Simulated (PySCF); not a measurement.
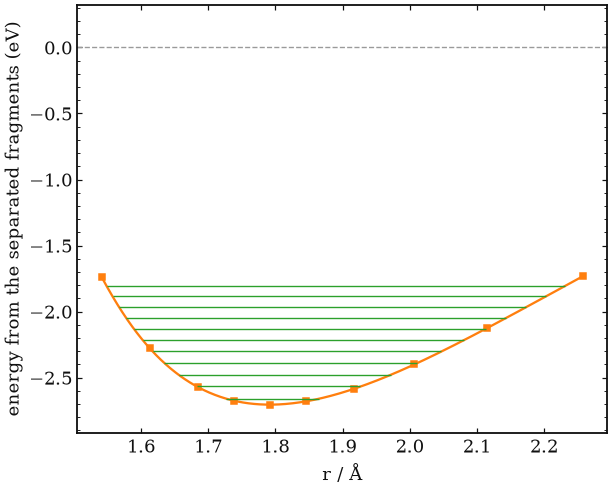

Bond curve of AlN, triplet (excess alpha electrons: σ +1, πy +1). TPSSh/def2-TZVPP in PySCF 2.14.0, UKS. One reference determinant with the occupation held, the lowest that a PBE0 search over spins and occupations found; no spin-orbit coupling. Zero is the separated fragments in their ground configurations, without counterpoise. 2 further points of the run are not drawn. Horizontal lines: vibrational levels from ωe and ωexe, starting at v = 0.

What constants does a Dunham fit to the curve give (main isotopes)?

re = 1.792 Å, ωe = 749 cm⁻¹, ωexe = 5.5 cm⁻¹, De = 2.70 eV, Be = 0.57 cm⁻¹.

How stiff is the bond?

The force constant is 3.05 mdyn/Å, which gives ωe = 749 cm⁻¹.

Give the computed points.

```
r (Å)  E (eV)
1.541   −1.74
1.613   −2.28
1.685   −2.57
1.738   −2.67
1.792   −2.70
1.846   −2.68
1.917   −2.58
2.007   −2.40
2.115   −2.13
2.258   −1.73
```

Note: lowest determinant of a PBE0 search, another state may lie lower.
